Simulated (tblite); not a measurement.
## C5H8NSi2: geometry relaxation (part 4 of 4)

The same run, continued: C5H8NSi2, multiplicity 2; GFN2-xTB geometry optimisation, gas phase (tblite 0.8.0). It belongs to a series of runs on one base structure; here: H removed from Si.

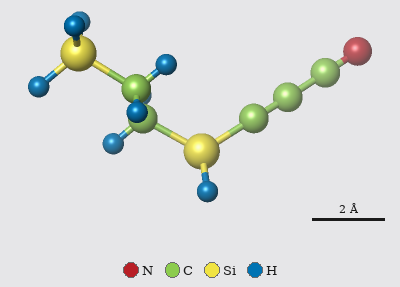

Figure 1. The geometry at step 125 of the log (ball-and-stick view, seen at a tilt).

Trajectory as extended XYZ, continued
```
16
Properties=species:S:1:pos:R:3:forces:R:3 step=114 energy=-571.25205
N     4.6862    2.6311   -1.8048    0.0180   0.0050  -0.0090
C     4.0223    1.8116   -1.3260    0.0050  -0.0010   0.0030
C     3.2401    0.8650   -0.7753    0.0030   0.0100   0.0000
C     2.5007    0.0652   -0.1996    0.0030  -0.0040   0.0100
Si    1.4080   -1.2329    0.3772   -0.0030  -0.0080  -0.0020
C    -0.4342   -1.0029    0.0160    0.0010  -0.0100   0.0050
C    -1.0865   -0.0565    1.0312   -0.0050   0.0020  -0.0120
Si   -2.9326    0.2231    0.6488   -0.0070   0.0100   0.0040
H     1.7956   -2.0085    1.5436    0.0000   0.0130  -0.0200
H    -0.9555   -1.9633    0.0339    0.0040  -0.0050   0.0060
H    -0.5692   -0.5949   -0.9882    0.0140  -0.0080   0.0040
H    -0.9663   -0.4601    2.0394   -0.0150  -0.0020  -0.0080
H    -0.5576    0.8988    1.0212   -0.0060   0.0060  -0.0010
H    -3.5171    1.0924    1.6673    0.0040   0.0070   0.0060
H    -3.5973   -1.0822    0.6533   -0.0180  -0.0170   0.0050
H    -3.0441    0.8229   -0.6818    0.0010   0.0010   0.0100
16
Properties=species:S:1:pos:R:3:forces:R:3 step=117 energy=-571.25255
N     4.6992    2.6301   -1.8045    0.0110   0.0050   0.0000
C     4.0300    1.8149   -1.3258    0.0090  -0.0080  -0.0090
C     3.2440    0.8687   -0.7795   -0.0070   0.0000   0.0180
C     2.5050    0.0690   -0.2026    0.0020   0.0030  -0.0010
Si    1.4107   -1.2297    0.3708   -0.0130   0.0120   0.0070
C    -0.4347   -1.0038    0.0207    0.0100  -0.0100  -0.0030
C    -1.0916   -0.0570    1.0325    0.0050  -0.0020  -0.0070
Si   -2.9377    0.2212    0.6495   -0.0190   0.0180   0.0030
H     1.8007   -2.0128    1.5305    0.0110   0.0050  -0.0080
H    -0.9510   -1.9665    0.0444   -0.0020  -0.0100  -0.0030
H    -0.5715   -0.6010   -0.9852   -0.0060  -0.0030  -0.0040
H    -0.9741   -0.4595    2.0411   -0.0010  -0.0050   0.0040
H    -0.5645    0.8989    1.0227   -0.0010   0.0140   0.0020
H    -3.5263    1.0952    1.6632    0.0170  -0.0080  -0.0010
H    -3.6050   -1.0839    0.6584   -0.0060   0.0030  -0.0050
H    -3.0408    0.8252   -0.6802   -0.0090  -0.0130   0.0070
16
Properties=species:S:1:pos:R:3:forces:R:3 step=119 energy=-571.25269
N     4.7058    2.6284   -1.8038    0.0010  -0.0080   0.0070
C     4.0337    1.8152   -1.3254    0.0060  -0.0030  -0.0080
C     3.2437    0.8722   -0.7787    0.0070   0.0070   0.0090
C     2.5044    0.0715   -0.2036   -0.0050   0.0030  -0.0020
Si    1.4095   -1.2283    0.3669    0.0010   0.0120   0.0130
C    -0.4364   -1.0058    0.0207   -0.0030   0.0050  -0.0060
C    -1.0922   -0.0577    1.0327   -0.0030  -0.0040   0.0020
Si   -2.9392    0.2213    0.6511    0.0020  -0.0050   0.0010
H     1.8024   -2.0086    1.5272    0.0120   0.0000  -0.0030
H    -0.9522   -1.9690    0.0453    0.0020   0.0000   0.0010
H    -0.5746   -0.6034   -0.9852   -0.0110  -0.0040  -0.0040
H    -0.9755   -0.4604    2.0416    0.0030  -0.0040  -0.0030
H    -0.5641    0.8983    1.0237   -0.0090  -0.0030  -0.0030
H    -3.5275    1.0981    1.6616    0.0130  -0.0040   0.0080
H    -3.6062   -1.0847    0.6616   -0.0020   0.0150  -0.0030
H    -3.0390    0.8217   -0.6795   -0.0160  -0.0060  -0.0070
16
Properties=species:S:1:pos:R:3:forces:R:3 step=122 energy=-571.25310
N     4.7236    2.6239   -1.7996   -0.0020  -0.0160  -0.0020
C     4.0438    1.8143   -1.3261   -0.0030   0.0010   0.0190
C     3.2453    0.8796   -0.7766    0.0220   0.0080  -0.0130
C     2.5027    0.0789   -0.2061   -0.0160   0.0010  -0.0040
Si    1.4067   -1.2217    0.3616    0.0150   0.0070   0.0080
C    -0.4403   -1.0079    0.0165   -0.0100   0.0190   0.0110
C    -1.0945   -0.0625    1.0329   -0.0130   0.0010   0.0050
Si   -2.9423    0.2191    0.6549    0.0190  -0.0140  -0.0090
H     1.8079   -1.9957    1.5234    0.0020  -0.0040  -0.0020
H    -0.9546   -1.9725    0.0427    0.0180   0.0150  -0.0030
H    -0.5826   -0.6045   -0.9886   -0.0080  -0.0090   0.0050
H    -0.9763   -0.4693    2.0404    0.0030   0.0060  -0.0150
H    -0.5689    0.8956    1.0270   -0.0060  -0.0280  -0.0070
H    -3.5214    1.1089    1.6580    0.0030   0.0030   0.0180
H    -3.6151   -1.0831    0.6773   -0.0060   0.0080   0.0010
H    -3.0416    0.8058   -0.6816   -0.0180   0.0010  -0.0120
16
Properties=species:S:1:pos:R:3:forces:R:3 step=125 energy=-571.25362
N     4.7443    2.6206   -1.7954    0.0140   0.0040  -0.0210
C     4.0575    1.8142   -1.3269    0.0020   0.0070   0.0330
C     3.2537    0.8847   -0.7780   -0.0060  -0.0170  -0.0050
C     2.5050    0.0874   -0.2103   -0.0070   0.0100  -0.0110
Si    1.4084   -1.2103    0.3606   -0.0110   0.0090  -0.0090
C    -0.4411   -1.0072    0.0154    0.0070  -0.0060   0.0080
C    -1.1026   -0.0683    1.0318    0.0020   0.0040  -0.0020
Si   -2.9492    0.2163    0.6566   -0.0090   0.0110  -0.0060
H     1.8177   -1.9913    1.5143   -0.0030  -0.0070   0.0060
H    -0.9468   -1.9758    0.0450    0.0090  -0.0050  -0.0080
H    -0.5892   -0.6089   -0.9910    0.0020   0.0010   0.0070
H    -0.9823   -0.4782    2.0371   -0.0020   0.0080   0.0080
H    -0.5820    0.8914    1.0284    0.0180   0.0030   0.0010
H    -3.5160    1.1181    1.6575    0.0070  -0.0040   0.0040
H    -3.6341   -1.0781    0.6953   -0.0060  -0.0100  -0.0040
H    -3.0509    0.7942   -0.6843   -0.0170  -0.0060   0.0010
16
Properties=species:S:1:pos:R:3:forces:R:3 step=128 energy=-571.25395
N     4.7552    2.6158   -1.7971    0.0040  -0.0020   0.0010
C     4.0647    1.8158   -1.3225    0.0120   0.0110  -0.0070
C     3.2566    0.8879   -0.7780    0.0060   0.0010   0.0000
C     2.5022    0.0936   -0.2138   -0.0050   0.0060  -0.0010
Si    1.4084   -1.2039    0.3600   -0.0040  -0.0040  -0.0020
C    -0.4414   -1.0077    0.0176   -0.0050  -0.0090  -0.0080
C    -1.1063   -0.0685    1.0315    0.0070   0.0010  -0.0010
Si   -2.9536    0.2168    0.6565    0.0040  -0.0080   0.0060
H     1.8239   -1.9930    1.5059   -0.0040  -0.0040   0.0050
H    -0.9406   -1.9791    0.0491   -0.0110  -0.0170   0.0030
H    -0.5933   -0.6146   -0.9901    0.0060   0.0120   0.0050
H    -0.9865   -0.4769    2.0376   -0.0050   0.0060   0.0050
H    -0.5839    0.8903    1.0276    0.0050   0.0110   0.0020
H    -3.5148    1.1179    1.6617    0.0050  -0.0050  -0.0070
H    -3.6410   -1.0771    0.6954    0.0020   0.0000  -0.0020
H    -3.0573    0.7916   -0.6853   -0.0160   0.0020   0.0000
16
Properties=species:S:1:pos:R:3:forces:R:3 step=130 energy=-571.25406
N     4.7619    2.6128   -1.7972    0.0020  -0.0010   0.0080
C     4.0685    1.8167   -1.3203    0.0050   0.0000  -0.0130
C     3.2572    0.8906   -0.7768    0.0100   0.0080  -0.0010
C     2.4994    0.0973   -0.2158   -0.0040   0.0050   0.0010
Si    1.4069   -1.2018    0.3577    0.0080  -0.0080  -0.0020
C    -0.4434   -1.0096    0.0167   -0.0040   0.0010   0.0020
C    -1.1063   -0.0695    1.0315    0.0000   0.0000   0.0010
Si   -2.9540    0.2161    0.6573    0.0090  -0.0120   0.0020
H     1.8260   -1.9888    1.5042   -0.0080  -0.0020   0.0020
H    -0.9418   -1.9818    0.0493   -0.0060   0.0010   0.0020
H    -0.5964   -0.6154   -0.9904    0.0040   0.0030   0.0040
H    -0.9869   -0.4778    2.0379   -0.0030   0.0060  -0.0030
H    -0.5833    0.8895    1.0279   -0.0010  -0.0050  -0.0030
H    -3.5121    1.1198    1.6612   -0.0010  -0.0010  -0.0010
H    -3.6426   -1.0771    0.6982    0.0040   0.0010   0.0020
H    -3.0606    0.7877   -0.6856   -0.0130   0.0040  -0.0010
16
Properties=species:S:1:pos:R:3:forces:R:3 step=133 energy=-571.25414
N     4.7661    2.6123   -1.7967    0.0060   0.0050   0.0030
C     4.0718    1.8168   -1.3204    0.0000  -0.0100  -0.0040
C     3.2600    0.8911   -0.7767   -0.0060  -0.0020   0.0040
C     2.4988    0.0998   -0.2169    0.0020   0.0040  -0.0020
Si    1.4074   -1.2009    0.3564    0.0030   0.0010  -0.0060
C    -0.4438   -1.0100    0.0163    0.0090   0.0010   0.0030
C    -1.1068   -0.0707    1.0315    0.0000  -0.0010  -0.0010
Si   -2.9541    0.2141    0.6575   -0.0100   0.0100  -0.0040
H     1.8254   -1.9869    1.5040   -0.0060  -0.0010   0.0010
H    -0.9426   -1.9824    0.0476    0.0020   0.0120  -0.0010
H    -0.5963   -0.6132   -0.9899    0.0010  -0.0040  -0.0010
H    -0.9879   -0.4791    2.0376   -0.0010   0.0020   0.0040
H    -0.5846    0.8886    1.0287    0.0020  -0.0030  -0.0050
H    -3.5099    1.1222    1.6588    0.0000  -0.0020   0.0020
H    -3.6450   -1.0772    0.7042    0.0030  -0.0070   0.0000
H    -3.0662    0.7845   -0.6860   -0.0050  -0.0050   0.0070
16
Properties=species:S:1:pos:R:3:forces:R:3 step=136 energy=-571.25421
N     4.7693    2.6112   -1.7967    0.0020  -0.0040   0.0030
C     4.0743    1.8156   -1.3213    0.0020   0.0020   0.0010
C     3.2611    0.8921   -0.7761   -0.0030  -0.0010  -0.0020
C     2.4977    0.1031   -0.2161    0.0040  -0.0040   0.0010
Si    1.4084   -1.2002    0.3557   -0.0010   0.0020   0.0010
C    -0.4428   -1.0094    0.0165   -0.0010   0.0010  -0.0060
C    -1.1075   -0.0708    1.0311    0.0000   0.0020  -0.0020
Si   -2.9553    0.2134    0.6577   -0.0030   0.0030   0.0000
H     1.8234   -1.9881    1.5032   -0.0010   0.0010   0.0010
H    -0.9418   -1.9814    0.0460    0.0010  -0.0010   0.0030
H    -0.5946   -0.6125   -0.9897   -0.0010   0.0020  -0.0030
H    -0.9894   -0.4783    2.0379    0.0030   0.0000   0.0000
H    -0.5849    0.8881    1.0277   -0.0010   0.0050  -0.0010
H    -3.5084    1.1223    1.6598   -0.0030  -0.0020   0.0010
H    -3.6458   -1.0784    0.7065    0.0050  -0.0040   0.0010
H    -3.0712    0.7820   -0.6860   -0.0030  -0.0020   0.0040
```

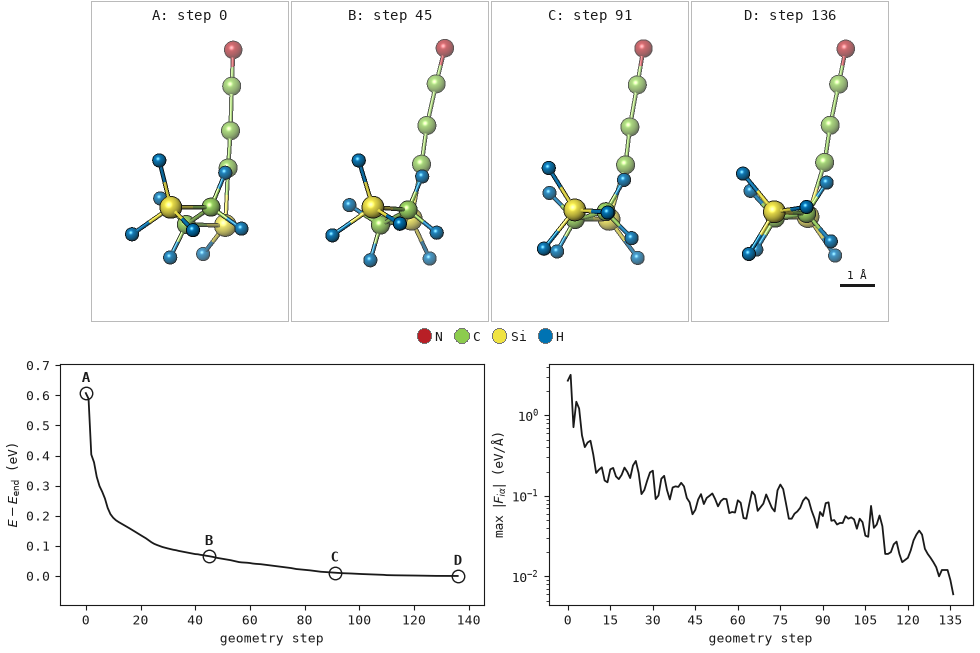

Figure 2. Frames of the relaxation (ball-and-stick view, seen at an oblique angle) above the curves, on which the letters mark them (steps are counted from 0).

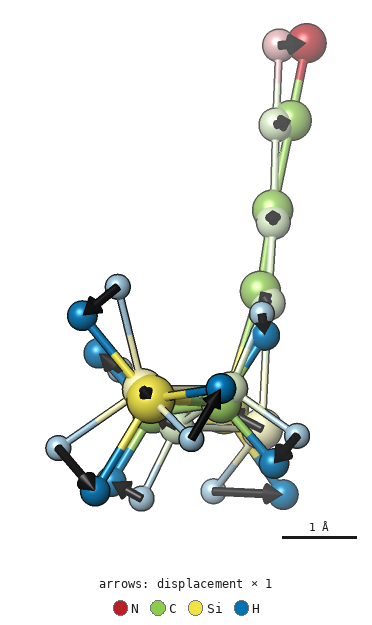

Figure 3. Start (faint) and end (solid) with the displacements as black arrows, at true length (ball-and-stick view, seen at an oblique angle). The two geometries are laid on each other by the best rigid fit. The atom that moves furthest after the best rigid fit is H9 (1.05 Å). By element the largest moves are H 1.05 Å, Si 0.61 Å, N 0.41 Å, C 0.38 Å. Distances before and after: C2–C3 1.422 → 1.346 Å, C4–Si5 1.853 → 1.792 Å, C7–H12 1.132 → 1.093 Å, C7–Si8 1.868 → 1.906 Å. Among the angles that change: C6–Si5–H9 106.1° → 118.4°, C4–Si5–H9 106.5° → 118.2°, C4–Si5–C6 108.7° → 117.7°. Over 136 geometry steps the energy falls by 0.608 eV. Largest force component: 2.7 eV/Å at the start, 0.006 eV/Å at the end. (Atoms are counted from 1 in the order of the input.)

The run was set up as follows.

Input
```
{"job": {"kind": "relax", "xc": "GFN2-xTB", "basis": "xTB"}, "charge": 0, "multiplicity": 2}
N      4.467800     2.504600    -2.036600
C      3.840900     1.746400    -1.416000
C      3.090000     0.818900    -0.643400
C      2.413400     0.044500    -0.022800
Si     1.390800    -1.152100     0.955000
C     -0.411900    -1.011800     0.391800
C     -1.081100     0.161200     1.063100
Si    -2.851800     0.234600     0.473000
H      1.836500    -2.496200     0.566600
H     -0.947500    -1.959100     0.528800
H     -0.338500    -0.760100    -0.701000
H     -1.060500     0.069300     2.191600
H     -0.566400     1.127500     0.863200
H     -3.691100     0.334600     1.647500
H     -3.122600    -1.038300    -0.183400
H     -2.975700     1.384900    -0.421400
```

The first line tells a small driver script what to run in tblite; the rest is the geometry in Å.

Command:
```bash
OMP_NUM_THREADS=1 python <driver script> task.json out
```

Results in brief

- outcome: converged
- total energy: −571.2542 eV
- hardware: 1 CPU thread, shared host
- wall time: 0.94 s
- peak memory: 0.18 GiB
